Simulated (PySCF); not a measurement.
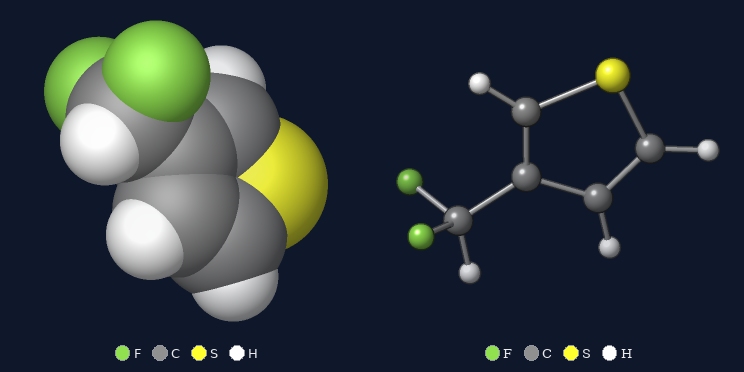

Both panels show the same species.

Computed geometry: GFN2-xTB optimisation. No frequency run is at hand to confirm it as a minimum.

**Count the atoms of each element.**

C5H4F2S, 12 atoms: 5 carbon, 4 hydrogen, 2 fluorine and 1 sulfur.

**Name functional groups in it.**

Among them: C–F bond.

**Does it have rings?**

Independent rings (smallest set): 1 of 5 members, 1 of them aromatic.

The parts below concern this one geometry. Atoms keep their numbers from picture to picture.

## Geometry

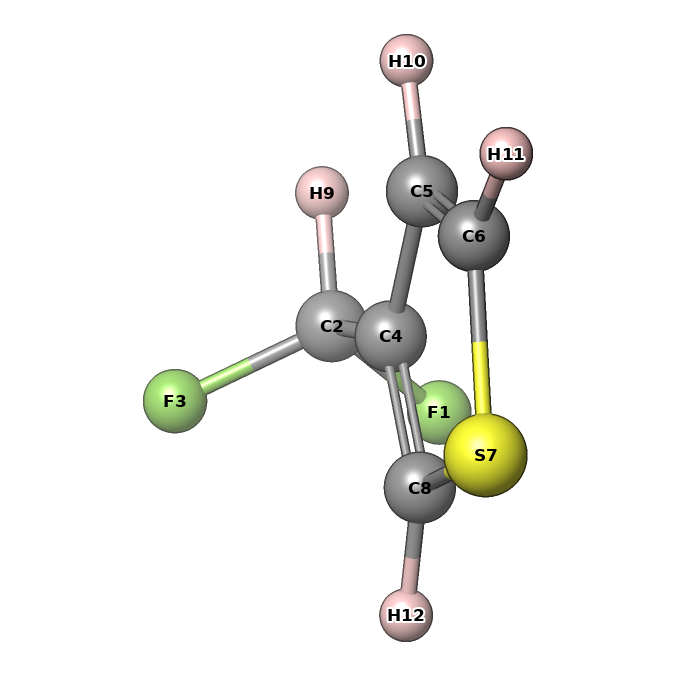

C2 lies behind C4. The molecule seen a little off the C4–C2 bond, C4 in front. Atoms fade into the background with distance from the viewer. No frequency run is at hand to confirm it as a minimum.

**What is the torsion angle C5–C4–C2–F1? The sign is positive where the front bond must turn clockwise to cover the back bond.**

125°, anticlinal.

## NMR shielding

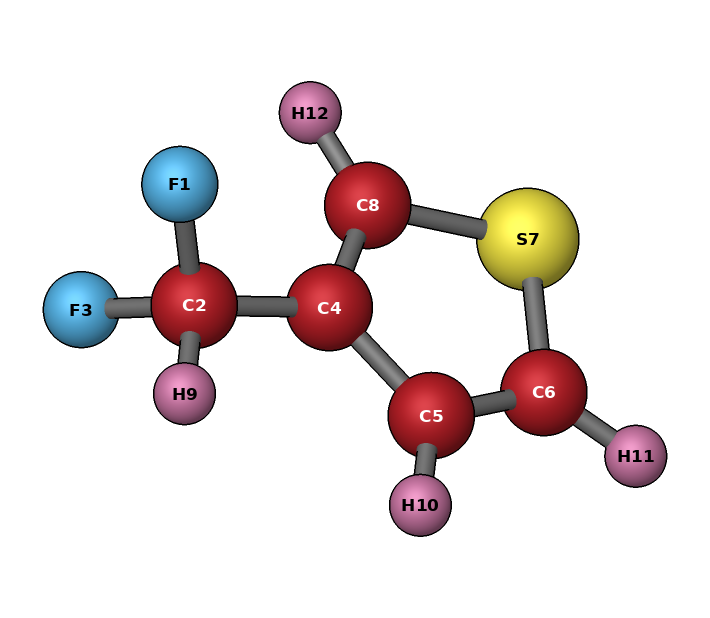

No frequency run is at hand to confirm it as a minimum. Method: GIAO PBE0/pcSseg-1 NMR shielding, non-relativistic, gas phase (PySCF 2.14.0). Principal shieldings σ11 ≤ σ22 ≤ σ33, span Ω = σ33 − σ11, skew κ = 3(σiso − σ22)/Ω.

Give the shielding tensors of the S atoms.

```
atom    σ11    σ22    σ33   σiso      Ω      κ
  S7  120.4  264.1  399.8  261.4  279.4  −0.03
```

Shieldings and span in ppm.

## Electronic properties

No frequency run is at hand to confirm it as a minimum. Level of theory: PBE0/pcSseg-1, gas phase (PySCF 2.14.0).

Computed properties:

- dipole moment: 2.32 D
- HOMO energy (Kohn–Sham orbital): −7.35 eV
- LUMO energy (Kohn–Sham orbital): −0.95 eV
- HOMO–LUMO gap: 6.39 eV

## Charges

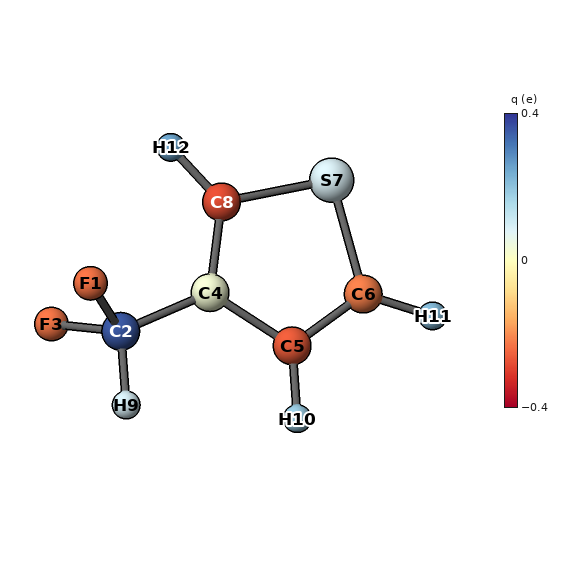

Atoms are coloured by their ESP-fitted charges. No frequency run is at hand to confirm it as a minimum. Properties computed with PBE0/pcSseg-1, gas phase (PySCF 2.14.0).

**Which atom carries the highest charge (most positive or least negative)?**

C2 (0.35 e).

**And the lowest?**

C8 (−0.28 e).

List the ESP-fitted charges.

```
atom  value (e)
  F1      −0.23
  C2       0.35
  F3      −0.23
  C4       0.03
  C5      −0.26
  C6      −0.21
  S7       0.09
  C8      −0.28
  H9       0.09
 H10       0.18
 H11       0.21
 H12       0.25
```
